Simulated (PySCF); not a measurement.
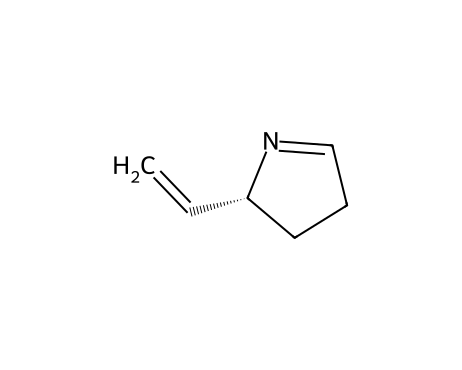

A structural formula.

Question: Give its SMILES.

Answer: C=C[C@H]1CCC=N1

Question: What is the molecular formula?

Answer: C6H9N.

Question: An optimisation with GFN2-xTB gave a structure of which point group?

Answer: C1.

The parts below concern this one geometry. Atoms keep their numbers from picture to picture. Computed geometry: GFN2-xTB optimisation. No frequency run is at hand to confirm it as a minimum.

## Geometry

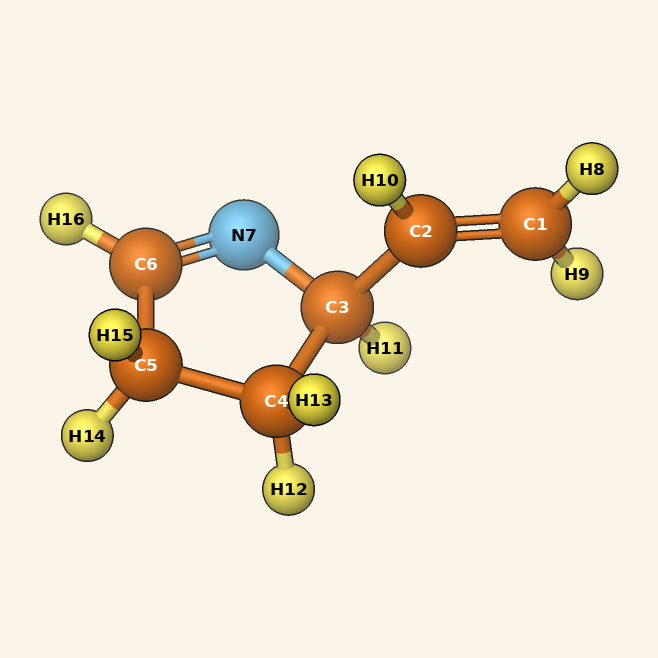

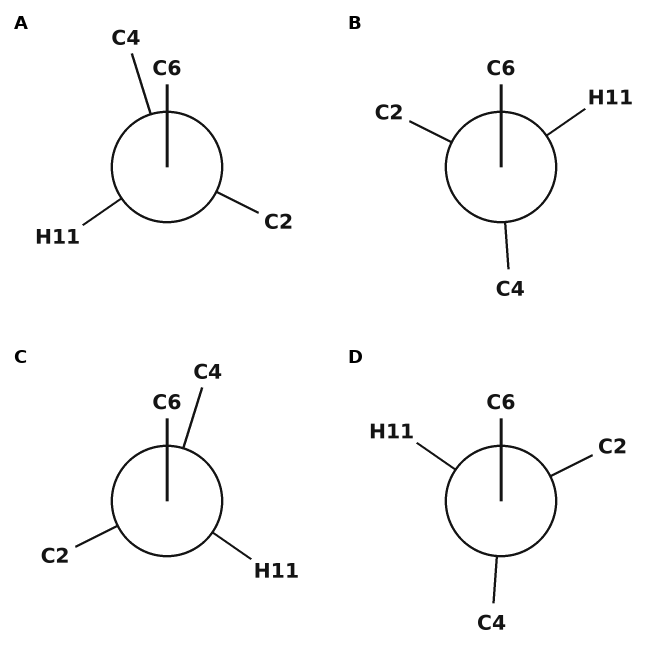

Distant atoms are faded towards the background colour. Bonds that would overlap in a projection are set slightly apart. No frequency run is at hand to confirm it as a minimum.

Question: Which Newman projection shows the view along N7–C3, with N7 in front?

Answer: C. The torsion angle C6–N7–C3–C4 is 4°, synperiplanar (eclipsed).

## Dipole moment

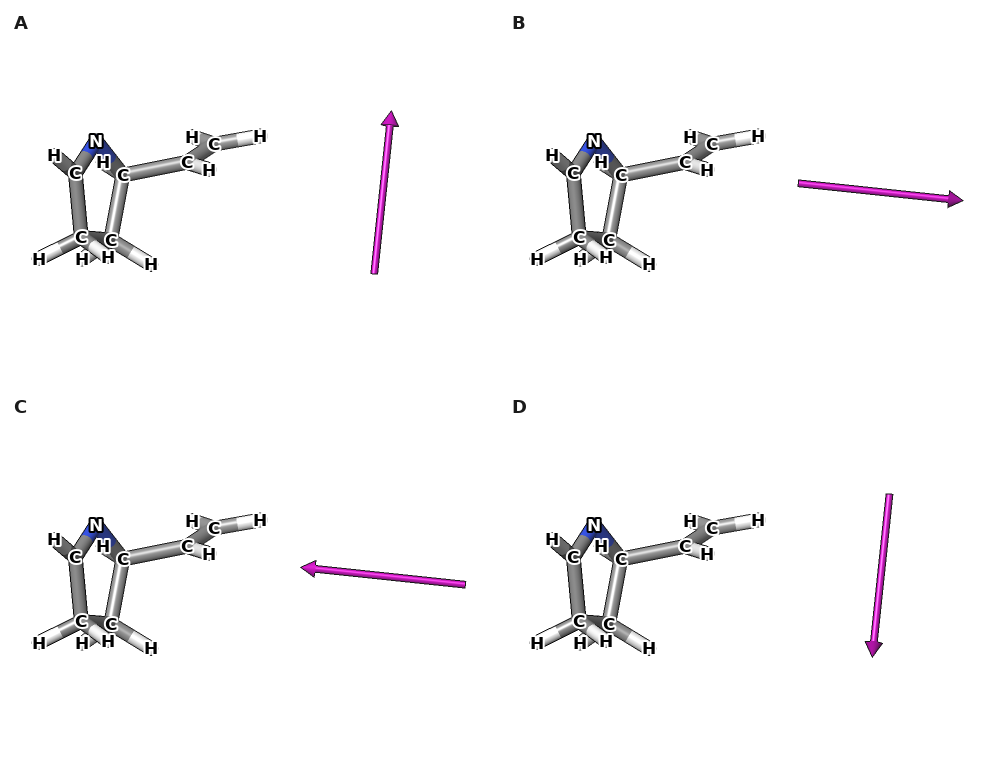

The same molecule four times, each with an arrow. No frequency run is at hand to confirm it as a minimum. Properties computed with PBE0/pcSseg-1, gas phase (PySCF 2.14.0).

Question: Which arrow points along the dipole moment, from the negative to the positive end?

Answer: D. The dipole moment is 2.20 D.

## Ring current

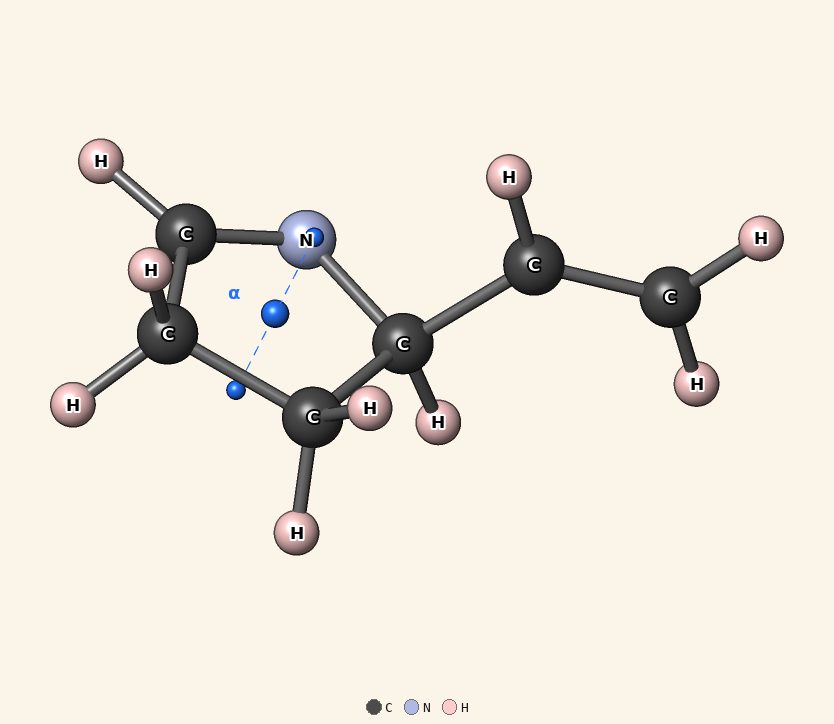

The small points mark where nucleus-independent chemical shifts (NICS) were computed: at the centre of each lettered ring and 1 Å above and below it. No frequency run is at hand to confirm it as a minimum. Properties computed with GIAO PBE0/pcSseg-1 NMR shielding, non-relativistic, gas phase (PySCF 2.14.0).

Give NICS(0), NICS(1) and the out-of-plane component NICS(1)zz for each ring (means of the two sides).

```
ring  members  NICS(0)  NICS(1)  NICS(1)zz
   α      C4N     −1.8     −3.7       −6.2
```

Values in ppm.

Question: What do the values say about the ring currents?

Answer: Ring α: weak, as in a non-aromatic ring. NICS is one index among several.

## Quadrupole coupling

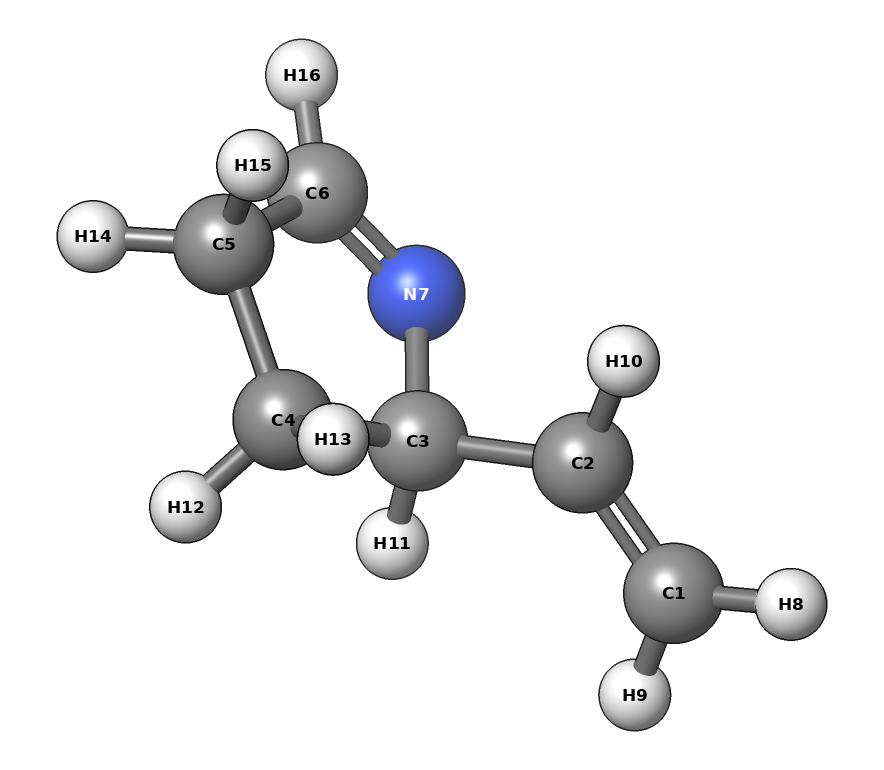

No frequency run is at hand to confirm it as a minimum. Electric field gradients from the ground-state density, PBE0/pcSseg-1 (PySCF 2.14.0), non-relativistic apart from any core potentials.

Give the largest field-gradient component, the quadrupole coupling constant and the asymmetry for 14N at N7 (Q = 20.44 mb).

| atom | V_zz (a.u.) | e²qQ/h (MHz) | η |
| --- | --- | --- | --- |
| N7 | −1.103 | −5.30 | 0.36 |

## NMR shielding

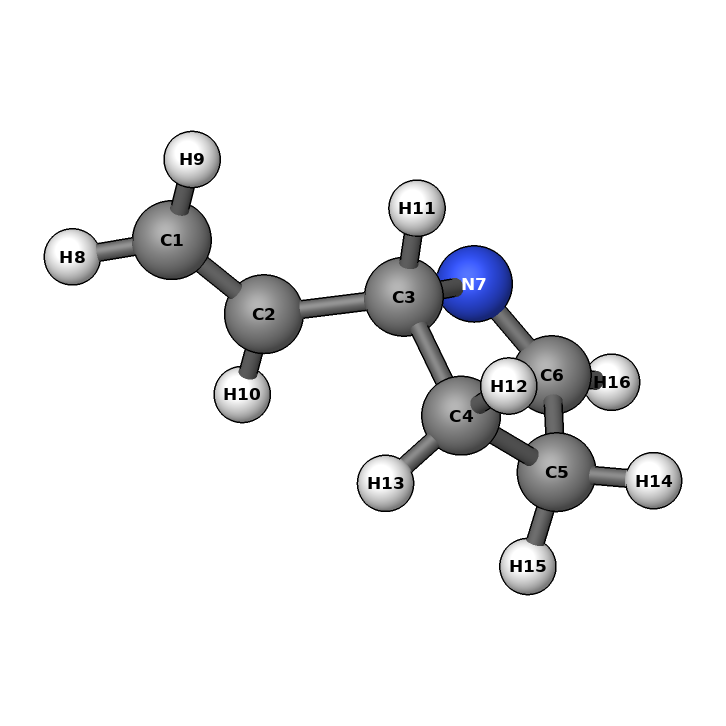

No frequency run is at hand to confirm it as a minimum. Method: GIAO PBE0/pcSseg-1 NMR shielding, non-relativistic, gas phase (PySCF 2.14.0). Principal shieldings σ11 ≤ σ22 ≤ σ33, span Ω = σ33 − σ11, skew κ = 3(σiso − σ22)/Ω.

Give the shielding tensors of the N atoms.

| atom | σ11 | σ22 | σ33 | σiso | Ω | κ |
| --- | --- | --- | --- | --- | --- | --- |
| N7 | −461.9 | −121.8 | 206.8 | −125.7 | 668.7 | −0.02 |

Shieldings and span in ppm.
